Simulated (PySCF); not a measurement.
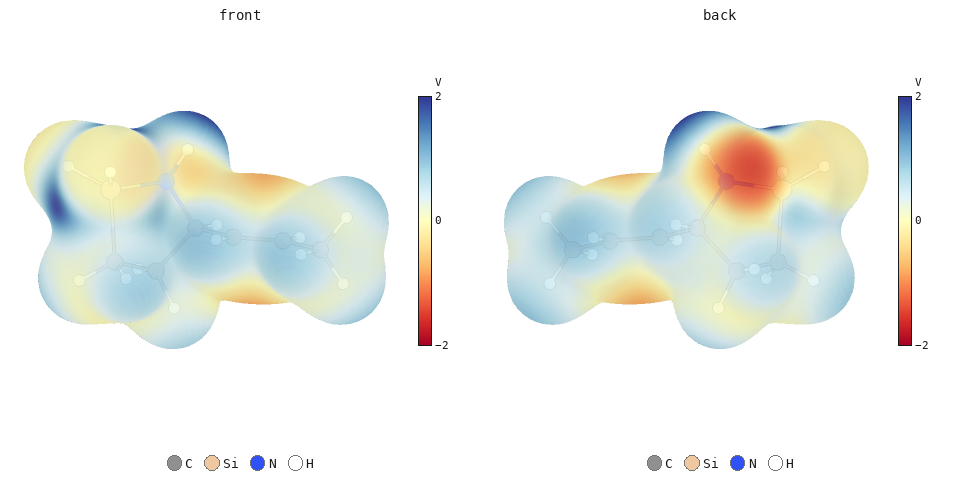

C6H13NSi. The molecular electrostatic potential painted on the density surface at 0.004 e/bohr³, seen from the front and from behind; the colour scale runs from red (negative) to blue (positive).

Geometry: GFN2-xTB.

Computed with PBE0/pcSseg-1, SCF density, gas phase, non-relativistic (PySCF).

```
atom    x (Å)    y (Å)    z (Å)
   C   3.3528   0.4271   0.2720
   C   2.1490  -0.1150  -0.4247
   C   0.8990   0.0830  -0.0410
   C  -0.3084  -0.4554  -0.7520
   C  -1.1610  -1.3378   0.1709
   C  -2.0209  -0.4368   1.0563
  Si  -2.3929   1.0639  -0.0504
   N  -1.1927   0.6129  -1.1900
   H   3.9018   1.0956  -0.3916
   H   4.0255  -0.3840   0.5500
   H   3.0718   0.9747   1.1683
   H   2.3534  -0.7151  -1.3037
   H   0.6797   0.6890   0.8281
   H   0.0202  -1.0320  -1.6277
   H  -0.5239  -2.0053   0.7540
   H  -1.8139  -1.9480  -0.4552
   H  -2.9046  -0.9697   1.4000
   H  -1.4667  -0.1397   1.9465
   H  -2.1845   2.3333   0.6613
   H  -3.7072   1.0481  -0.6977
   H  -0.7852   1.2282  -1.8738
```

Where is the surface potential most negative and most positive?

The most negative region (about −1.5 V) lies over N8, the most positive (about +1.9 V) over Si7 and H21. N8 is the likeliest acceptor of a hydrogen bond.

What dipole moment does the calculation give?

Its dipole moment is 0.99 D.
